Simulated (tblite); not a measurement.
# Geometry relaxation, with input and output: C3H11OSi3 (part 1 of 2)

- system: C3H11OSi3, multiplicity 2
- method: GFN2-xTB geometry optimisation, gas phase (tblite 0.8.0)

It belongs to a series of runs on one base structure; here: H removed from sp3 C.

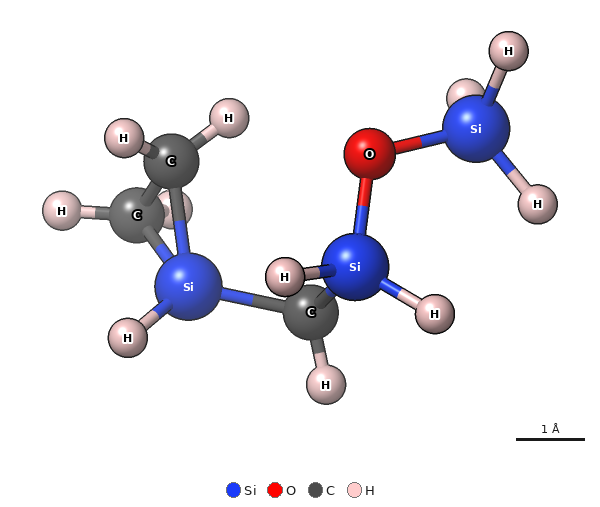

**Figure 1.** The structure as given in the input (ball-and-stick view, seen at a tilt). Bond lengths as drawn: C–C 1.52 Å, C–H 1.10 to 1.12 Å, C–Si 1.84 to 1.90 Å, H–Si 1.45 to 1.49 Å and O–Si 1.70 to 1.72 Å.

Input
```
{"job": {"kind": "relax", "xc": "GFN2-xTB", "basis": "xTB"}, "charge": 0, "multiplicity": 2}
Si     2.975800     0.497100     0.003200
O      1.495200    -0.065500     0.664500
Si     0.927000    -1.466000    -0.124300
C     -0.184700    -0.847700    -1.538900
Si    -1.811600    -0.466900    -0.735000
C     -2.535400     1.225500    -0.795300
C     -1.622900     1.018800     0.398600
H      3.867200     0.821200     1.129300
H      2.676100     1.758900    -0.689000
H      3.590300    -0.462900    -0.895100
H      1.970700    -2.359600    -0.584500
H      0.108700    -2.211700     0.869100
H     -0.248800    -1.598400    -2.340300
H     -2.681700    -1.560600    -0.290700
H     -2.198200     1.903800    -1.614900
H     -3.585400     1.397100    -0.474200
H     -0.699800     1.618000     0.347000
H     -2.051500     0.804900     1.394200
```

The first line tells a small driver script what to run in tblite; the rest is the geometry in Å.

Launched with:
```bash
OMP_NUM_THREADS=1 python <driver script> task.json out
```

Output
```
step      E/eV     max force
  0    -577.22921    2.676
  1    -577.51477    1.777
  2    -577.66026    0.713
  3    -577.72415    0.819
  4    -577.79253    0.563
  5    -577.83853    0.547
  6    -577.89188    0.717
  7    -577.93783    0.620
  8    -577.97325    0.455
  9    -578.00980    0.461
 10    -578.05247    0.492
 11    -578.09390    0.559
 12    -578.13063    0.475
 13    -578.16015    0.359
 14    -578.18056    0.329
 15    -578.20055    0.328
 16    -578.22406    0.355
 17    -578.24433    0.327
 18    -578.26685    0.375
 19    -578.29247    0.318
 20    -578.31729    0.367
 21    -578.34115    0.392
 22    -578.36306    0.347
 23    -578.37939    0.312
 24    -578.39149    0.316
 25    -578.40198    0.306
 26    -578.41183    0.284
 27    -578.42296    0.228
 28    -578.43329    0.267
 29    -578.44100    0.225
 30    -578.44621    0.174
 31    -578.45248    0.225
 32    -578.45935    0.244
 33    -578.47651    0.265
 34    -578.48354    0.260
 35    -578.49390    0.298
 36    -578.50120    0.244
 37    -578.51083    0.248
 38    -578.52212    0.295
 39    -578.53243    0.243
 40    -578.54458    0.278
 41    -578.55429    0.269
 42    -578.56402    0.246
 43    -578.57348    0.259
 44    -578.58474    0.300
 45    -578.59365    0.274
 46    -578.60192    0.256
 47    -578.60923    0.209
 48    -578.62196    0.265
 49    -578.63292    0.258
 50    -578.64782    0.285
 51    -578.65632    0.249
 52    -578.66223    0.209
 53    -578.66826    0.159
 54    -578.67301    0.166
 55    -578.67627    0.120
 56    -578.67997    0.167
 57    -578.68457    0.181
 58    -578.68905    0.184
 59    -578.69322    0.157
 60    -578.69678    0.135
 61    -578.70009    0.135
 62    -578.70345    0.149
 63    -578.70700    0.150
 64    -578.71040    0.158
 65    -578.71301    0.119
 66    -578.71499    0.135
 67    -578.71714    0.109
 68    -578.72029    0.108
 69    -578.72277    0.105
 70    -578.72652    0.142
 71    -578.72978    0.136
 72    -578.73283    0.106
 73    -578.73569    0.113
 74    -578.73914    0.108
 75    -578.74240    0.132
 76    -578.74477    0.112
 77    -578.74667    0.110
 78    -578.74864    0.102
 79    -578.75193    0.120
 80    -578.75476    0.137
 81    -578.75801    0.138
 82    -578.76015    0.091
 83    -578.76159    0.086
 84    -578.76263    0.074
 85    -578.76365    0.082
 86    -578.76472    0.097
 87    -578.76608    0.093
 88    -578.76779    0.087
 89    -578.76943    0.080
 90    -578.77069    0.097
 91    -578.77160    0.071
 92    -578.77251    0.077
 93    -578.77375    0.089
 94    -578.77571    0.092
 95    -578.77717    0.090
 96    -578.77898    0.113
 97    -578.78056    0.080
 98    -578.78166    0.108
 99    -578.78235    0.054
100    -578.78295    0.065
101    -578.78363    0.058
102    -578.78435    0.053
103    -578.78493    0.067
104    -578.78554    0.055
105    -578.78626    0.053
106    -578.78671    0.034
107    -578.78694    0.033
108    -578.78711    0.029
109    -578.78735    0.033
110    -578.78766    0.038
111    -578.78797    0.041
112    -578.78824    0.036
113    -578.78849    0.032
114    -578.78874    0.031
115    -578.78898    0.035
116    -578.78919    0.038
117    -578.78938    0.032
118    -578.78960    0.030
119    -578.78983    0.037
120    -578.79000    0.033
121    -578.79013    0.025
122    -578.79026    0.024
123    -578.79042    0.030
124    -578.79062    0.038
125    -578.79083    0.033
126    -578.79099    0.024
127    -578.79109    0.022
128    -578.79116    0.020
129    -578.79121    0.016
130    -578.79126    0.016
131    -578.79131    0.017
132    -578.79136    0.020
133    -578.79142    0.019
134    -578.79149    0.021
135    -578.79158    0.026
136    -578.79172    0.033
137    -578.79189    0.033
138    -578.79206    0.028
139    -578.79221    0.027
140    -578.79234    0.024
141    -578.79248    0.029
142    -578.79268    0.034
143    -578.79295    0.055
144    -578.79332    0.065
145    -578.79375    0.058
146    -578.79416    0.073
147    -578.79457    0.046
148    -578.79494    0.048
149    -578.79538    0.073
150    -578.79595    0.093
151    -578.79656    0.079
152    -578.79692    0.058
153    -578.79718    0.031
154    -578.79733    0.019
155    -578.79740    0.020
156    -578.79745    0.016
157    -578.79750    0.016
158    -578.79758    0.016
159    -578.79764    0.021
160    -578.79777    0.032
161    -578.79793    0.039
162    -578.79812    0.033
163    -578.79829    0.022
164    -578.79842    0.027
165    -578.79854    0.028
166    -578.79871    0.031
167    -578.79895    0.046
168    -578.79932    0.054
169    -578.79982    0.062
170    -578.80039    0.075
171    -578.80087    0.082
172    -578.80115    0.063
173    -578.80171    0.046
174    -578.80239    0.076
175    -578.80317    0.080
176    -578.80443    0.079
177    -578.80538    0.078
178    -578.80595    0.139
179    -578.80604    0.080
180    -578.80695    0.049
181    -578.80732    0.039
182    -578.80770    0.042
183    -578.80824    0.057
184    -578.80874    0.043
185    -578.80926    0.045
186    -578.80964    0.055
187    -578.81010    0.054
188    -578.81069    0.061
189    -578.81125    0.056
190    -578.81170    0.049
191    -578.81205    0.053
192    -578.81234    0.051
193    -578.81259    0.037
194    -578.81297    0.031
195    -578.81342    0.040
196    -578.81390    0.050
197    -578.81447    0.056
198    -578.81513    0.056
199    -578.81578    0.084
200    -578.81642    0.079
201    -578.81705    0.053
202    -578.81761    0.046
203    -578.81794    0.038
204    -578.81822    0.030
205    -578.81835    0.020
206    -578.81842    0.019
207    -578.81846    0.017
208    -578.81849    0.016
209    -578.81852    0.015
210    -578.81855    0.011
211    -578.81857    0.011
212    -578.81859    0.009
```

Trajectory as extended XYZ (Å, eV, eV/Å), 12 of the 213 frames kept, from step=0 to step=212
```
18
Properties=species:S:1:pos:R:3:forces:R:3 step=0 energy=-577.22921
Si    2.9758    0.4971    0.0032   -1.2600   0.4960   1.0760
O     1.4952   -0.0655    0.6645    1.7320  -1.1320  -1.6970
Si    0.9270   -1.4660   -0.1243   -0.6390   1.2110   0.3660
C    -0.1847   -0.8477   -1.5389   -0.2630  -0.8170   0.5430
Si   -1.8116   -0.4669   -0.7350    1.0980  -1.8630  -1.1130
C    -2.5354    1.2255   -0.7953   -1.2870   1.7010   0.3410
C    -1.6229    1.0188    0.3986    0.4430   0.6970   0.4060
H     3.8672    0.8212    1.1293   -0.2330  -0.2250  -0.0430
H     2.6761    1.7589   -0.6890   -0.0870  -0.2120  -0.0030
H     3.5903   -0.4629   -0.8951    0.0800  -0.0540  -0.0470
H     1.9707   -2.3596   -0.5845    0.2270  -0.0820  -0.0350
H     0.1087   -2.2117    0.8691    0.4250   0.2610   0.0180
H    -0.2488   -1.5984   -2.3403   -0.0420   0.2820   0.1720
H    -2.6817   -1.5606   -0.2907   -0.2380   0.2080  -0.0580
H    -2.1982    1.9038   -1.6149   -0.3290  -0.5180   1.0170
H    -3.5854    1.3971   -0.4742    0.6760  -0.1480  -0.6910
H    -0.6998    1.6180    0.3470   -0.5450  -0.6460   0.4840
H    -2.0515    0.8049    1.3942    0.2420   0.8410  -0.7360
18
Properties=species:S:1:pos:R:3:forces:R:3 step=19 energy=-578.29247
Si    3.1209    0.5990   -0.0004    0.2380   0.0950  -0.1890
O     1.8621   -0.3441    0.3304    0.1160  -0.0050  -0.0090
Si    1.0154   -1.6378   -0.1674    0.0570  -0.2600   0.0080
C    -0.3533   -1.1783   -1.3500    0.1420   0.0210  -0.0980
Si   -1.9231   -0.5239   -0.7441   -0.0740  -0.0550  -0.0960
C    -2.5406    1.2998   -0.7870    0.1130   0.2310   0.1690
C    -1.7144    0.9767    0.4225   -0.2180   0.2180   0.0340
H     3.7276    0.8654    1.2962    0.0670   0.0000   0.0610
H     2.5566    1.7922   -0.6134   -0.0040   0.1670  -0.0770
H     4.0469   -0.0670   -0.9380   -0.1250   0.0980   0.1800
H     1.9779   -2.5920   -0.7656   -0.2180   0.1580   0.0970
H     0.4935   -2.0631    1.1383    0.0180  -0.1540  -0.0580
H    -0.3861   -1.7414   -2.2692   -0.1000  -0.2440  -0.0480
H    -3.1884   -1.2232   -0.5479   -0.0970  -0.2040  -0.0220
H    -2.1690    2.0534   -1.4580    0.1430  -0.0500  -0.2080
H    -3.6145    1.3793   -0.6383    0.2120   0.1000   0.0660
H    -0.7023    1.3695    0.4456   -0.2720  -0.0400  -0.0150
H    -2.2179    1.0417    1.3700    0.0000  -0.0750   0.2040
18
Properties=species:S:1:pos:R:3:forces:R:3 step=39 energy=-578.53243
Si    3.1817    0.7668   -0.0501   -0.0760  -0.1450  -0.1140
O     2.0636   -0.3938   -0.1471   -0.0980  -0.0300  -0.0640
Si    1.0809   -1.6911   -0.2815   -0.0840   0.0520  -0.1730
C    -0.5455   -1.4295   -1.1950   -0.0310  -0.1580   0.1610
Si   -2.0393   -0.5020   -0.7449    0.1080  -0.0950   0.0290
C    -2.3242    1.4138   -0.7957    0.0230  -0.0890  -0.1600
C    -1.8980    0.9131    0.5475   -0.0230   0.1670  -0.0030
H     3.5605    0.9165    1.3589   -0.0340  -0.0250  -0.0720
H     2.5349    1.9641   -0.5812    0.0040   0.0730   0.0170
H     4.3221    0.3646   -0.8832   -0.0660   0.0240   0.0870
H     1.8228   -2.7212   -1.0353    0.0210   0.1570   0.1530
H     0.8571   -2.0445    1.1298    0.0290  -0.0590  -0.0350
H    -0.8115   -2.3295   -1.7563    0.1060   0.2150   0.0370
H    -3.3326   -1.1870   -0.7856   -0.0490   0.1420  -0.0050
H    -1.6356    2.0153   -1.3646    0.2230   0.0120   0.0390
H    -3.3356    1.7868   -0.9060    0.0180  -0.1480   0.1220
H    -0.8958    1.1600    0.8654   -0.0050  -0.0150  -0.0540
H    -2.6144    1.0041    1.3483   -0.0650  -0.0790   0.0360
18
Properties=species:S:1:pos:R:3:forces:R:3 step=58 energy=-578.68905
Si    2.9693    0.8268   -0.1652   -0.1200   0.0390   0.0140
O     1.7696   -0.1828   -0.5493    0.0000  -0.0630   0.0090
Si    1.1135   -1.6733   -0.3831   -0.0210   0.0800  -0.0080
C    -0.6378   -1.6485   -1.0203   -0.0380  -0.0040   0.0650
Si   -2.0296   -0.5531   -0.6672   -0.0520   0.0620   0.0400
C    -1.9708    1.3772   -0.7705    0.1490   0.0030   0.1080
C    -1.9933    0.8774    0.6393   -0.0290   0.0360  -0.0840
H     3.1847    0.7536    1.2786    0.0200   0.0320   0.0490
H     2.4779    2.1387   -0.5823   -0.0150  -0.0210  -0.0040
H     4.1862    0.4415   -0.8717    0.0290  -0.0360  -0.0530
H     1.9783   -2.6153   -1.1061   -0.0390   0.0700  -0.0390
H     1.1816   -1.9851    1.0526    0.0150  -0.0080   0.0520
H    -0.9307   -2.5871   -1.4737   -0.0250   0.0160  -0.0080
H    -3.4274   -0.9554   -0.8629    0.0970  -0.0240  -0.0350
H    -1.0418    1.8219   -1.0998   -0.0710  -0.0460  -0.0110
H    -2.8471    1.8960   -1.1404    0.0890  -0.0480   0.0740
H    -1.1006    1.0170    1.2308    0.0340  -0.0680  -0.1240
H    -2.8907    1.0569    1.2149   -0.0220  -0.0180  -0.0450
18
Properties=species:S:1:pos:R:3:forces:R:3 step=77 energy=-578.74667
Si    2.7898    0.9053   -0.2018    0.0340   0.0170   0.0550
O     1.5593   -0.0818   -0.5427    0.0100  -0.0130   0.0230
Si    1.0616   -1.6350   -0.3847    0.0670  -0.0290  -0.0130
C    -0.7366   -1.7660   -0.8238    0.0170   0.0150  -0.0560
Si   -2.0740   -0.5671   -0.6963    0.0280   0.0530   0.0370
C    -1.6884    1.3258   -0.7232    0.0520  -0.0340  -0.0040
C    -1.9829    0.8244    0.6499   -0.0200  -0.0270  -0.0520
H     3.0510    0.8581    1.2377   -0.0260   0.0310   0.0310
H     2.3113    2.2198   -0.6226   -0.0090  -0.0330  -0.0360
H     3.9991    0.4656   -0.9010   -0.0700   0.0330  -0.0510
H     1.8864   -2.4338   -1.3006    0.0280   0.0190   0.0190
H     1.3691   -2.0077    1.0043    0.0010  -0.0330   0.0230
H    -0.9989   -2.7454   -1.1973   -0.1090   0.0070   0.0120
H    -3.4422   -0.8621   -1.1091   -0.0110   0.0460   0.0220
H    -0.6641    1.5898   -0.9326    0.0200  -0.0150   0.0140
H    -2.3980    1.9975   -1.1857   -0.0240  -0.0350   0.0640
H    -1.1505    0.7613    1.3361   -0.0540   0.0300  -0.0540
H    -2.9008    1.1575    1.1171    0.0660  -0.0310  -0.0340
```
